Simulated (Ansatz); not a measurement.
Input

```
basis:
  gaussian: {orbitals: def2-TZVPD}
crystal:
  periodic: [false, false, false]
  atoms:
    - {symbol: C, position_ang: [-3.055483, 2.123186, 0.693647]}
    - {symbol: Si, position_ang: [-1.817168, 1.015347, 0.026585]}
    - {symbol: Si, position_ang: [-2.309946, 3.430419, -0.276404]}
    - {symbol: Sn, position_ang: [-0.230373, 2.407167, -1.637596]}
    - {symbol: H, position_ang: [-3.895189, 2.038773, 1.386601]}
magnetization: {spin_polarized: true, initial_magnetization: 1}
hamiltonian: {xc: pbe0}
output: {forces: true, orbitals: {seedname: orbitals}}
```

Command:

```sh
ansatz run input.yaml --threads 1 --pin off --max-ram 2610MiB --events-out events.jsonl --progress --plain --runs-dir runs
```

Geometry: B3LYP-D3(BJ)/def2-SVP; core potentials replace the inner electrons of Sn.

Level of theory: isolated molecule in a Gaussian basis; Kohn-Sham density functional theory, functional PBE0 (Ansatz 0.2.0).

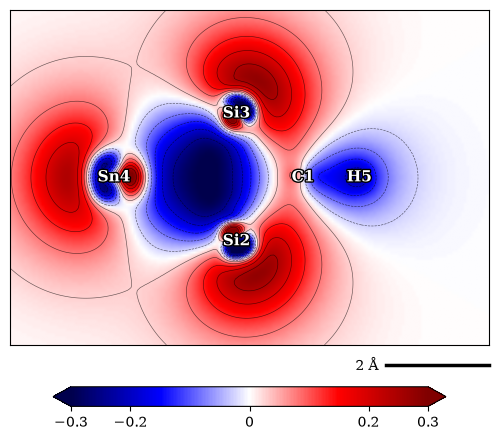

CHSi2Sn (SMILES C1=[Si]2[Sn]=[Si]12) (doublet). The HOMO (β) on the molecular plane (values in Å⁻³ᐟ²; the overall sign is arbitrary).

Q: Where does this orbital lie, and at what energy?

A: By Hirshfeld shares it lies mainly on Si2 (about 30 %), Si3 (about 30 %) and Sn4 (about 30 %); it is symmetric in the molecular plane (an in-plane orbital: σ, lone-pair or in-plane π type). Its energy is −6.18 eV.
